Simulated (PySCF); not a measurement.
```xyz
14

C     1.9357    1.8081    0.2312
N     1.3320    0.8414    0.1800
Al    1.1140   -1.1843    0.3890
Cl    2.0189   -1.7800   -1.3413
C    -0.9063   -1.1523    0.5496
C    -1.3161   -0.3383   -0.6199
C    -1.4645    0.9835   -0.6191
H     2.4730    2.7200    0.2733
H     1.9736   -1.3419    1.6633
H    -1.1875   -0.6514    1.4824
H    -1.4165   -2.1198    0.5305
H    -1.4562   -0.8776   -1.5500
H    -1.3693    1.5622    0.2871
H    -1.7314    1.5299   -1.5082
```

Geometry: GFN2-xTB.

Method: PBE0/def2-SVPD, SCF density, gas phase in PySCF 2.14.0.

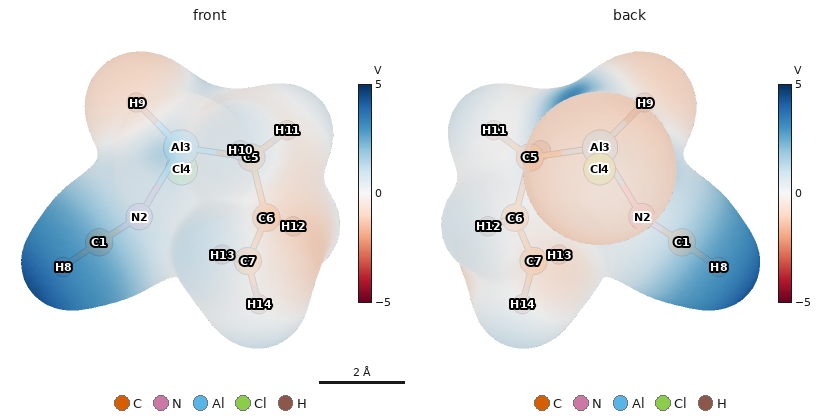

C4H7AlClN. The electrostatic potential painted on the density surface at 0.004 e/bohr³, seen from the front and from behind; the colour scale runs from red (negative) to blue (positive).

**Where is the surface potential most negative and most positive?**

The most negative region (about −1.1 V) lies over Cl4, C6 and C7, the most positive (about +4.3 V) over H8.

**How polar is the molecule by this calculation?**

Its dipole moment is 5.72 D.
